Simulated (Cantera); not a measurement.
Input: 1 mol SiCl4, 98 mol N2, 0.72 mol H2, held at 10.0 Pa.

These are equilibrium values from Cantera (NASA tables, ideal gas, pure condensed phases), not measurements of a reactor. Candidate condensed phases: NH4Cl, Si, Si3N4; 28 gas species. N2 is the only nitrogen source here; it is nearly inert below about 1500 K, so the nitride shown seldom forms there in practice. The tables' values for SiCl3 are old estimates; treat these amounts as uncertain. Kinetics and transport are ignored.

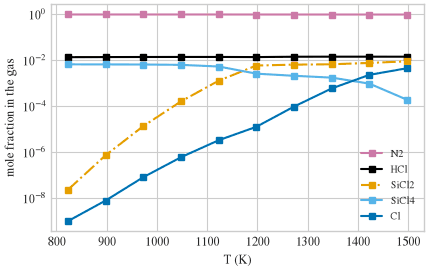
*Equilibrium gas composition (values under 1e-9 drawn at 1e-9)*

Q: Read off the mole fractions at 1348 K.

A: N2 about 0.98, HCl about 0.014, SiCl2 about 0.0067, SiCl4 about 0.0017, Cl about 0.00059.
